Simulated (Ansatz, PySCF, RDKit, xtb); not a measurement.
# Isomers of SnH2S2, a sample narrowed down

A sample of isomers of SnH2S2 is drawn. Aim: find which of them has the lowest free energy at 298.15 K, then its properties. The sample is small against all isomers, and the most stable one of this formula need not be in it. One structure proposed beforehand is put among the starts (marked given), to see whether the search confirms or beats it.

The funnel: GFN2-xTB relaxations, single points with a density functional, relaxations at PBE0-D4/def2-SVP, harmonic vibrations, and a last energy at a higher level. All values are calculated.

3 further runs of the same task are left out: 3 set aside as unsound or not needed.

## Step 1: Candidates

Isomers were drawn by moving bonds and hydrogen atoms under normal valences; this is a sample, not all of them. O–O, O–halogen and N–halogen bonds and N–N–N chains are not drawn. That gives 2 candidates.

| label | SMILES | spin |
| --- | --- | --- |
| c356 | [SH][Sn][SH] | singlet |
| c739 | S[S][SnH] | singlet |

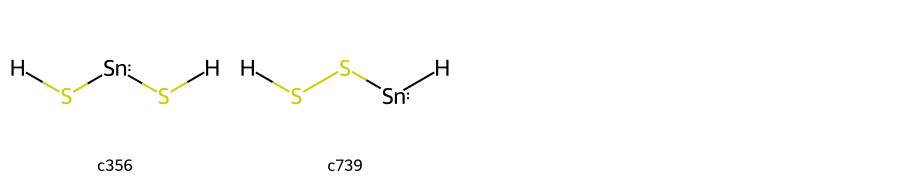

Structural formulas of the candidates.

Candidates are built by distance geometry, with a force field where one applies, in up to four conformers (letters a to d).

## Step 2: First filter: tight binding

All 3 starts are relaxed the same way. One of them, c739a (drawn by moving bonds, embedded by distance geometry and UFF), in full:

The input, start.xyz:

```xyz
5
c739a
S     -0.464235    -0.256973     0.885802
S     -1.258731    -0.094271     2.808739
Sn    -3.207394    -1.363293     2.171391
H     -1.113998     0.892609     0.387032
H     -4.232407    -1.535044     3.619301
```

Started as:

```bash
xtb start.xyz --gfn 2 --opt
```

The program printed, shortened:

```text
* xtb version 6.7.1
[...]
          :  # basis functions                  32          :
[...]
          :  # electrons                        18          :
[...]
          :  Hamiltonian                  GFN2-xTB          :
[...]
          :  net charge                          0          :
          :  unpaired electrons                  0          :
[...]
   *** convergence criteria satisfied after 16 iterations ***
[...]
   *** GEOMETRY OPTIMIZATION CONVERGED AFTER 26 ITERATIONS ***
[...]
   *** convergence criteria satisfied after 3 iterations ***
[...]
         ::                     SUMMARY                     ::
         :::::::::::::::::::::::::::::::::::::::::::::::::::::
         :: total energy              -9.672805863615 Eh    ::
         :: gradient norm              0.000458158744 Eh/a0 ::
         :: HOMO-LUMO gap              2.164303444396 eV    ::
         ::.................................................::
         :: SCC energy                -9.690318726593 Eh    ::
         :: -> isotropic ES            0.005935271242 Eh    ::
         :: -> anisotropic ES          0.001731053565 Eh    ::
         :: -> anisotropic XC          0.004885333406 Eh    ::
         :: -> dispersion             -0.004233556063 Eh    ::
         :: repulsion energy           0.017512862978 Eh    ::
         :: add. restraining           0.000000000000 Eh    ::
         :: total charge              -0.000000000000 e     ::
         :::::::::::::::::::::::::::::::::::::::::::::::::::::
[...]
         9        2.0000           -0.3754683             -10.2170 (HOMO)
        10                         -0.2959316              -8.0527 (LUMO)
[...]
     #   Z          covCN         q      C6AA      α(0)
     1  16 S        1.939    -0.193   149.258    20.563
     2  16 S        1.853    -0.173   148.372    20.502
     3  50 Sn       1.804     0.300   451.542    45.656
     4   1 H        0.923     0.177     1.221     1.728
     5   1 H        0.883    -0.112     6.007     3.836
[...]
     #   Z sym  total        # sym  WBO       # sym  WBO       # sym  WBO
 ---------------------------------------------------------------------------
     1  16 S    2.159 --     2 S    1.141     4 H    0.945
     2  16 S    2.389 --     3 Sn   1.222     1 S    1.141
     3  50 Sn   2.250 --     2 S    1.222     5 H    0.959
     4   1 H    0.968 --     1 S    0.945
     5   1 H    0.987 --     3 Sn   0.959
 ---------------------------------------------------------------------------
[...]
molecular dipole:
                 x           y           z       tot (Debye)
 q only:       -0.610      -0.162      -0.473
   full:       -0.934      -0.556      -1.082       3.897
molecular quadrupole (traceless):
[...]
          | TOTAL ENERGY               -9.672805863615 Eh   |
          | GRADIENT NORM               0.000458158744 Eh/α |
          | HOMO-LUMO GAP               2.164303444396 eV   |
           -------------------------------------------------
[...]
```

Run time: 0.094 s. Hardware: 2 threads of Intel Xeon Platinum 8488C (Sapphire Rapids), shared host.

## Step 3: The minima found

3 of the 3 relaxations converged. 3 distinct structures remain:

| label | start | SMILES after | spin | energy (kcal/mol) |
| --- | --- | --- | --- | --- |
| c356b | drawn | [SH][Sn][SH] | singlet | 0.0 |
| c356a | given | [SH][Sn][SH] | singlet | 1.2 |
| c739a | drawn | S[S][SnH] | singlet | 27.7 |

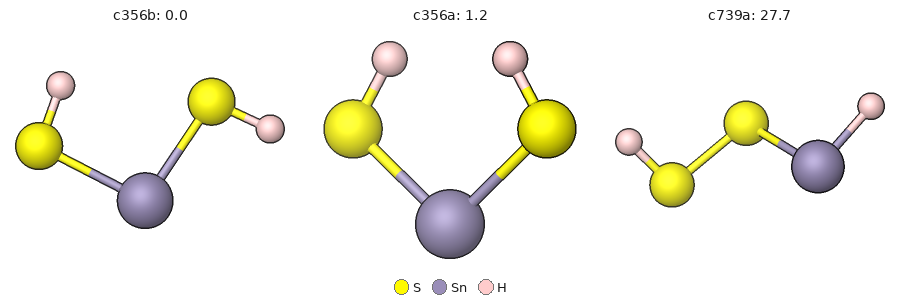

The 3 lowest minima that did not fall apart, with their GFN2-xTB energies in kcal/mol.

## Step 4: Second filter: single points

A choice of the minima (the low ones first, few conformers of a pattern, up to a cap) and the lowest that fell apart get a single point at r2SCAN-D4/def2-SVP on the tight-binding geometry, and one at HF/STO-3G for comparison. The lowest singlets are also tried as triplets at the same geometry (label ending in t). The first, c356a:

The input, input.yaml:

```yaml
crystal:
  periodic: [false, false, false]
  atoms:
    - symbol: S
      position_ang: [-1.702506, -0.085949, -0.784972]
    - symbol: S
      position_ang: [1.676945, 0.348979, 0.787942]
    - symbol: Sn
      position_ang: [-0.268859, 1.684292, 0.119285]
    - symbol: H
      position_ang: [-1.020225, -1.176267, -0.472660]
    - symbol: H
      position_ang: [1.364445, -0.844555, 0.309105]
basis:
  gaussian: {orbitals: def2-SVP}
hamiltonian: {xc: {name: r2SCAN}, dispersion: d4}
scf: {lower_state_search: "off"}
output: {orbitals: {seedname: orbitals}}
```

Started as:

```bash
ansatz run input.yaml --threads 2 --pin off --max-ram 5220MiB --events-out events.jsonl --progress --plain --runs-dir runs
```

The program printed, shortened:

```text
Warning: RAYON_NUM_THREADS=2 ignored (pool sized by the plan → 2); use --threads N
Functional definition: r2SCAN
  name "r2SCAN"
[...]
817 factors; their error is unknown
[...]
mean field -27530.60138388 eV, -1011.7309399456 hartree, gradient 7.4e-7 eV, S^2 0.000000; 0 other end points of the search recorded, 0 dependent functions left out
reference -27530.60139205 eV, -1011.7309402460 hartree; 28, 28 occupied and 44, 44 virtual orbitals, 817 factors
Total energy: -27530.63461228 eV, -1011.7321610670 hartree
Checks for a lower state left out: stability, starts, cluster_reference, orbital_swaps, neighbouring_geometries, increment
```

It took 0.8 s on 2 threads of Intel Xeon Platinum 8488C (Sapphire Rapids), shared host.

Relative energies in kcal/mol, each column from its lowest structure that stays in one piece:

| label | SMILES | spin | GFN2-xTB | HF/STO-3G | r2SCAN-D4/def2-SVP |
| --- | --- | --- | --- | --- | --- |
| c356b | [SH][Sn][SH] | singlet | 0.0 | 0.0 | 0.0 |
| c356a | [SH][Sn][SH] | singlet | 1.2 | 3.2 | 1.7 |
| c739a | S[S][SnH] | singlet | 27.7 | 33.2 | 40.3 |
| c356bt | [SH][Sn][SH] | triplet | – | – | 61.4 |
| c739at | S[S][SnH] | triplet | – | – | 86.6 |

## Step 5: Third filter: density-functional geometries

3 candidates are relaxed at PBE0-D4/def2-SVP (chosen among the lowest in one piece). The first, c356a:

The input, input.yaml:

```yaml
crystal:
  periodic: [false, false, false]
  atoms:
    - {symbol: S, position_ang: [-1.702506, -0.085949, -0.784972]}
    - {symbol: S, position_ang: [1.676945, 0.348979, 0.787942]}
    - {symbol: Sn, position_ang: [-0.268859, 1.684292, 0.119285]}
    - {symbol: H, position_ang: [-1.020225, -1.176267, -0.472660]}
    - {symbol: H, position_ang: [1.364445, -0.844555, 0.309105]}
basis:
  gaussian:
    orbitals: def2-SVP
hamiltonian:
  xc: pbe0
  dispersion: d4
scf:
  lower_state_search: off
relax:
  f_tol: 0.003
```

Started as:

```bash
ansatz run input.yaml --threads 2 --pin off --max-ram 5220MiB --events-out events.jsonl --progress --plain --runs-dir runs
```

The program printed, shortened:

```text
Warning: RAYON_NUM_THREADS=2 ignored (pool sized by the plan → 2); use --threads N
[...]
Functional definition: PBE0
  name "PBE0"
[...]
829 factors; integrals over basis functions are off by at most 2.4e-4 eV
[...]
mean field -27522.38155963 eV, -1011.4288669761 hartree, gradient 4.6e-6 eV, S^2 0.000000; 0 other end points of the search recorded, 0 dependent functions left out
[...]
reference -27522.38158122 eV, -1011.4288677697 hartree; 28, 28 occupied and 44, 44 virtual orbitals, 829 factors
relax step   1: F+E_penalty+E_count = -27522.51839564 eV  Δ(F+E_penalty+E_count) = +0.000e0 eV  max|allowed force component| = 6.860e-1 eV/Å  Δτ_max = 0.0000 Å  (13 SCF iters, accepted)
[...]
relax step   7: F+E_penalty+E_count = -27522.55370832 eV  Δ(F+E_penalty+E_count) = -1.760e-5 eV  max|allowed force component| = 2.558e-3 eV/Å  Δτ_max = 0.0089 Å  (19 SCF iters, accepted)
[...]
relax step   8: F+E_penalty+E_count = -27522.55371099 eV  Δ(F+E_penalty+E_count) = -2.668e-6 eV  max|allowed force component| = 1.685e-3 eV/Å  Δτ_max = 0.0011 Å  (12 SCF iters, accepted)
Total energy: -27522.55373210 eV, -1011.4351941979 hartree
Atom 0 at    -1.727008    -0.103648    -0.729810 Å, force     0.000050    -0.001030     0.001260 eV/Å
Atom 1 at     1.702855     0.348146     0.732068 Å, force    -0.000960    -0.001685     0.000669 eV/Å
Atom 2 at    -0.268985     1.689373     0.119558 Å, force     0.000375     0.000460    -0.000903 eV/Å
Atom 3 at    -0.887922    -1.143271    -0.532429 Å, force    -0.000356     0.000769    -0.000888 eV/Å
Atom 4 at     1.230860    -0.864099     0.369313 Å, force     0.000891     0.001485    -0.000139 eV/Å
Dipole moment:    -0.013960     0.083217     0.007023 e Å
Checks for a lower state left out: stability, starts, cluster_reference, orbital_swaps, neighbouring_geometries, increment
```

It took 7.5 s on 2 threads of Intel Xeon Platinum 8488C (Sapphire Rapids), shared host.

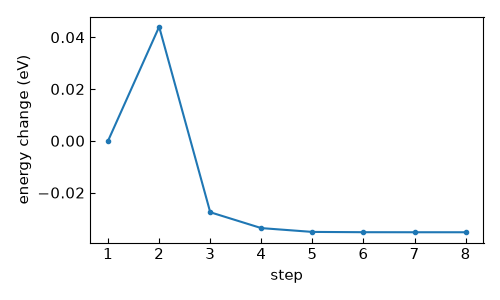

Energy along the run, all evaluated steps.

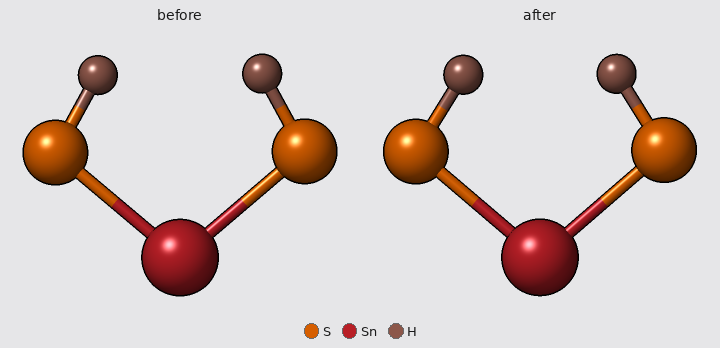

Before and after, at one scale.

After the run. Bond lengths: S1–Sn3 2.462 Å, S2–Sn3 2.462 Å, S1–H4 1.350 Å, S2–H5 1.351 Å. Angles: S1–Sn3–S2 99.4°, Sn3–S1–H4 98.2°, Sn3–S2–H5 98.2°.

## Step 6: After refinement

| label | spin | r2SCAN-D4/def2-SVP (kcal/mol) | PBE0-D4/def2-SVP, relaxed (kcal/mol) | time |
| --- | --- | --- | --- | --- |
| c356b | singlet | 0.0 | 0.0 | 6.6 s |
| c356a | singlet | 1.7 | 1.6 | 7.5 s |
| c739a | singlet | 40.3 | 39.2 | 7.8 s |

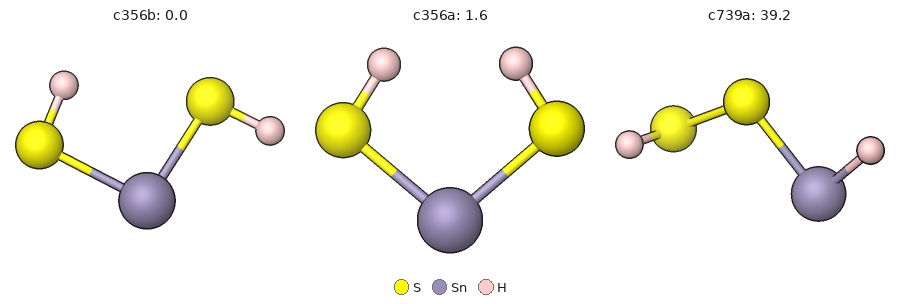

The relaxed structures, with energies at PBE0-D4/def2-SVP in kcal/mol.

## Step 7: Harmonic analysis of the finalists

The lowest few in one piece go on as finalists. Harmonic vibrations at PBE0-D4/def2-SVP test each finalist and give the zero-point energy and the thermal terms. The first, c356a:

The input, input.yaml:

```yaml
crystal:
  periodic: [false, false, false]
  atoms:
    - {symbol: S, position_ang: [-1.727008, -0.103648, -0.729810]}
    - {symbol: S, position_ang: [1.702855, 0.348146, 0.732068]}
    - {symbol: Sn, position_ang: [-0.268985, 1.689373, 0.119558]}
    - {symbol: H, position_ang: [-0.887922, -1.143271, -0.532429]}
    - {symbol: H, position_ang: [1.230860, -0.864099, 0.369313]}
basis:
  gaussian:
    orbitals: def2-SVP
hamiltonian:
  xc: pbe0
  dispersion: d4
scf:
  lower_state_search: "off"
phonons: {}
```

Started as:

```bash
ansatz run input.yaml --threads 2 --pin off --max-ram 5220MiB --events-out events.jsonl --progress --plain --runs-dir runs
```

The program printed, shortened:

```text
Warning: RAYON_NUM_THREADS=2 ignored (pool sized by the plan → 2); use --threads N
[... 2 set-up lines as earlier in the session ...]
[...]
828 factors; integrals over basis functions are off by at most 2.3e-4 eV
[...]
mean field -27522.41604214 eV, -1011.4301341850 hartree, gradient 5.1e-6 eV, S^2 0.000000; 0 other end points of the search recorded, 0 dependent functions left out
[...]
reference -27522.41606325 eV, -1011.4301349610 hartree; 28, 28 occupied and 44, 44 virtual orbitals, 828 factors
[...]
828 factors; integrals over basis functions are off by at most 2.3e-4 eV
[...]
mean field -27522.41595690 eV, -1011.4301310526 hartree, gradient 1.6e-6 eV, S^2 0.000000; 0 other end points of the search recorded, 0 dependent functions left out
[...]
reference -27522.41597802 eV, -1011.4301318287 hartree; 28, 28 occupied and 44, 44 virtual orbitals, 828 factors
[...]
reference -27522.41605232 eV, -1011.4301345591 hartree; 28, 28 occupied and 44, 44 virtual orbitals, 828 factors
Total energy: -27522.55372998 eV, -1011.4351941196 hartree
Atom 0 at    -1.727008    -0.103648    -0.729810 Å, force     0.000037    -0.001029     0.001255 eV/Å
Atom 1 at     1.702855     0.348146     0.732068 Å, force    -0.000951    -0.001683     0.000672 eV/Å
Atom 2 at    -0.268985     1.689373     0.119558 Å, force     0.000377     0.000453    -0.000903 eV/Å
Atom 3 at    -0.887922    -1.143271    -0.532429 Å, force    -0.000349     0.000771    -0.000886 eV/Å
Atom 4 at     1.230860    -0.864099     0.369313 Å, force     0.000887     0.001488    -0.000139 eV/Å
Dipole moment:    -0.013959     0.083216     0.007023 e Å
Vibrations: 134.29 170.67 287.03 331.97 332.49 538.51 622.80 2720.34 2721.52 cm⁻¹, zero-point energy 0.487234 eV
Checks for a lower state left out: stability, starts, cluster_reference, orbital_swaps, neighbouring_geometries, increment
```

It took 25 s on 2 threads of Intel Xeon Platinum 8488C (Sapphire Rapids), shared host.

## Step 8: Thermal terms of the finalists

At 298.15 K and 1 atm, ideal gas, rigid rotor and harmonic oscillator:

| label | SMILES | spin | point group | lowest mode (cm⁻¹) | zero-point (kcal/mol) | G − E (kcal/mol) |
| --- | --- | --- | --- | --- | --- | --- |
| c356b | [SH][Sn][SH] | singlet | Cs | 118 | 11.5 | -7.9 |
| c356a | [SH][Sn][SH] | singlet | C2v | 134 | 11.2 | -7.9 |
| c739a | S[S][SnH] | singlet | C1 | 112 | 10.3 | -9.5 |

Chiral structures get −RT ln 2 for their mirror image.

## Step 9: Energies at the top level

Single points at CCSD(T)/def2-TZVP on the refined geometries decide the order.

c356b, CCSD(T)/def2-TZVP:

The input, input.yaml:

```yaml
basis:
  gaussian:
    orbitals: def2-TZVP
crystal:
  periodic: [false, false, false]
  atoms:
    - {symbol: S, position_ang: [-1.669535, 0.113600, 0.680236]}
    - {symbol: S, position_ang: [-3.283006, -1.303407, 3.539214]}
    - {symbol: Sn, position_ang: [-1.022012, -0.552878, 2.953449]}
    - {symbol: H, position_ang: [-0.432522, 0.534112, 0.332386]}
    - {symbol: H, position_ang: [-3.851257, -1.009312, 2.347881]}
correlation:
  method: ccsd_t
  frozen_orbitals: {H: 0, S: 5, Sn: 4}
```

Started as:

```bash
ansatz run input.yaml --threads 2 --pin off --max-ram 5220MiB --events-out events.jsonl --progress --plain --runs-dir runs
```

The program printed, shortened:

```text
Warning: RAYON_NUM_THREADS=2 ignored (pool sized by the plan → 2); use --threads N
Functional definition: HF
  name "HF"
[...]
1020 factors; integrals over basis functions are off by at most 1.0e-3 eV
[...]
mean field -27474.74997257 eV, -1009.6784384374 hartree, gradient 1.9e-6 eV, S^2 0.000000; 0 other end points of the search recorded, 0 dependent functions left out
14 core orbitals not correlated: weight in the atoms' cores, before any rotation towards them, 1.000 or more for the frozen orbitals, at most 0.000 for the correlated occupied ones
reference -27474.74997257 eV, -1009.6784384374 hartree; 14, 14 occupied and 108, 108 virtual orbitals, 1020 factors
second order -17.67607384 eV of doubles, -0.00000000 eV of singles
cycle   1  -17.88116242 eV  change   -2.1e-1 eV  update   1.1e-1
[...]
cycle  10  -18.43193855 eV  change    3.4e-5 eV  update   1.6e-5
perturbative correction -0.77822621 eV, -0.0285992858 hartree
Total energy: -27493.96013733 eV, -1010.3843989712 hartree
```

Run time: 12 s. Hardware: 2 threads of Intel Xeon Platinum 8488C (Sapphire Rapids), shared host; peak memory 0.79 GiB.

## Step 10: c356a at CCSD(T)/def2-TZVP

The input, input.yaml:

```yaml
crystal:
  periodic: [false, false, false]
  atoms:
    - symbol: S
      position_ang: [-1.727008, -0.103648, -0.729810]
    - symbol: S
      position_ang: [1.702855, 0.348146, 0.732068]
    - symbol: Sn
      position_ang: [-0.268985, 1.689373, 0.119558]
    - symbol: H
      position_ang: [-0.887922, -1.143271, -0.532429]
    - symbol: H
      position_ang: [1.230860, -0.864099, 0.369313]
basis:
  gaussian: {orbitals: def2-TZVP}
correlation: {method: ccsd_t, frozen_orbitals: {H: 0, S: 5, Sn: 4}}
```

Started as:

```bash
ansatz run input.yaml --threads 2 --pin off --max-ram 5220MiB --events-out events.jsonl --progress --plain --runs-dir runs
```

The program printed, shortened:

```text
Warning: RAYON_NUM_THREADS=2 ignored (pool sized by the plan → 2); use --threads N
[... 2 set-up lines as earlier in the session ...]
[...]
1020 factors; integrals over basis functions are off by at most 1.0e-3 eV
[...]
mean field -27474.68245027 eV, -1009.6759570388 hartree, gradient 1.4e-6 eV, S^2 0.000000; 0 other end points of the search recorded, 0 dependent functions left out
14 core orbitals not correlated: weight in the atoms' cores, before any rotation towards them, 1.000 or more for the frozen orbitals, at most 0.000 for the correlated occupied ones
reference -27474.68245027 eV, -1009.6759570388 hartree; 14, 14 occupied and 108, 108 virtual orbitals, 1020 factors
second order -17.66325057 eV of doubles, -0.00000000 eV of singles
cycle   1  -17.87883244 eV  change   -2.2e-1 eV  update   1.1e-1
[...]
cycle  10  -18.42890301 eV  change    3.1e-5 eV  update   1.5e-5
perturbative correction -0.77758535 eV, -0.0285757344 hartree
Total energy: -27493.88893863 eV, -1010.3817824673 hartree
```

It took 12 s on 2 threads of Intel Xeon Platinum 8488C (Sapphire Rapids), shared host; peak memory 0.79 GiB.

## Step 11: Putting it together

Energies in kcal/mol from c356b; G adds the thermal terms to the CCSD(T)/def2-TZVP energy. The columns left of the relaxed level are at the tight-binding geometries.

| label | SMILES | spin | GFN2-xTB | HF/STO-3G | r2SCAN-D4/def2-SVP | PBE0-D4/def2-SVP | HF/def2-TZVP | MP2/def2-TZVP | CCSD(T)/def2-TZVP | G | share at equilibrium | T1 |
| --- | --- | --- | --- | --- | --- | --- | --- | --- | --- | --- | --- | --- |
| c356b | [SH][Sn][SH] | singlet | 0.0 | 0.0 | 0.0 | 0.0 | 0.0 | 0.0 | 0.0 | 0.0 | 94.2 % | 0.016 |
| c356a | [SH][Sn][SH] | singlet | 1.2 | 3.2 | 1.7 | 1.6 | 1.6 | 1.9 | 1.6 | 1.6 | 5.8 % | 0.016 |
| c739a | S[S][SnH] | singlet | 27.7 | 33.2 | 40.3 | 39.2 | 37.8 | 39.5 | 37.7 | 36.0 | < 0.1 % | 0.017 |

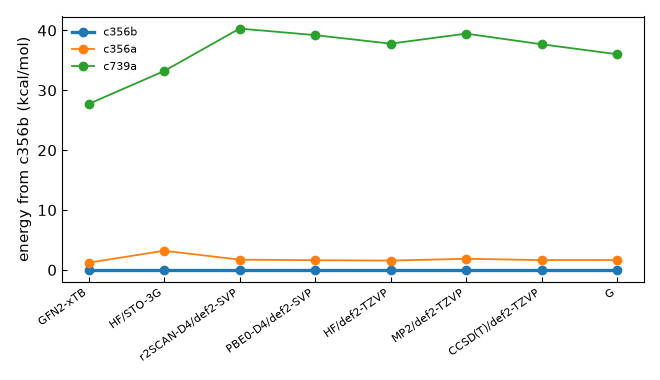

The finalists at each level, measured from c356b.

Lowest found: c356b, `[SH][Sn][SH]`, a singlet of point group Cs. Bond lengths: S1–Sn3 2.456 Å, S2–Sn3 2.453 Å, S1–H4 1.352 Å, S2–H5 1.352 Å. Angles: S1–Sn3–S2 93.5°, Sn3–S1–H4 94.7°, Sn3–S2–H5 96.3°.

```xyz
5

S    -1.6695    0.1136    0.6802
S    -3.2830   -1.3034    3.5392
Sn   -1.0220   -0.5529    2.9534
H    -0.4325    0.5341    0.3324
H    -3.8513   -1.0093    2.3479
```

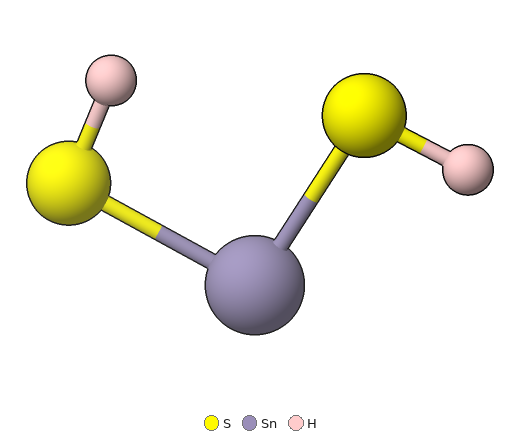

The lowest structure found, seen from a chosen angle (sulfur yellow, tin purple, hydrogen pink).

## Step 12: Density, orbitals and dipole (PBE0/def2-TZVPD)

The input, input.yaml:

```yaml
crystal:
  periodic: [false, false, false]
  atoms:
    - {symbol: S, position_ang: [-1.669535, 0.113600, 0.680236]}
    - {symbol: S, position_ang: [-3.283006, -1.303407, 3.539214]}
    - {symbol: Sn, position_ang: [-1.022012, -0.552878, 2.953449]}
    - {symbol: H, position_ang: [-0.432522, 0.534112, 0.332386]}
    - {symbol: H, position_ang: [-3.851257, -1.009312, 2.347881]}
basis:
  gaussian:
    orbitals: def2-TZVPD
output: {forces: true, orbitals: {seedname: orbitals}}
hamiltonian:
  xc: {name: PBE0}
```

Started as:

```bash
ansatz run input.yaml --threads 2 --pin off --max-ram 5220MiB --events-out events.jsonl --progress --plain --runs-dir runs
```

The program printed, shortened:

```text
Warning: RAYON_NUM_THREADS=2 ignored (pool sized by the plan → 2); use --threads N
[... 2 set-up lines as earlier in the session ...]
[...]
1220 factors; their error is unknown
[...]
mean field -27530.29321049 eV, -1011.7196147825 hartree, gradient 2.6e-5 eV, S^2 0.000000; 0 other end points of the search recorded, 0 dependent functions left out
[...]
reference -27530.29326064 eV, -1011.7196166256 hartree; 28, 28 occupied and 138, 138 virtual orbitals, 1220 factors
Total energy: -27530.29326064 eV, -1011.7196166256 hartree
Atom 0 at    -1.669535     0.113600     0.680236 Å, force     0.271513     0.009503     0.152836 eV/Å
Atom 1 at    -3.283006    -1.303407     3.539214 Å, force     0.090959     0.092775    -0.197706 eV/Å
Atom 2 at    -1.022012    -0.552878     2.953449 Å, force    -0.281558     0.007929    -0.207491 eV/Å
Atom 3 at    -0.432522     0.534112     0.332386 Å, force    -0.182254    -0.066561     0.063868 eV/Å
Atom 4 at    -3.851257    -1.009312     2.347881 Å, force     0.101339    -0.043645     0.188493 eV/Å
Dipole moment:     0.463673     0.083917     0.073551 e Å
```

Run time: 3.3 s. Hardware: 2 threads of Intel Xeon Platinum 8488C (Sapphire Rapids), shared host.

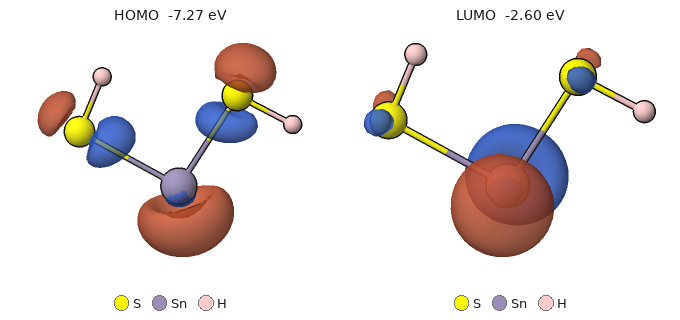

Frontier orbitals of this run, surfaces at ±0.2 Å^-3/2.

[end of part 1 of 2]
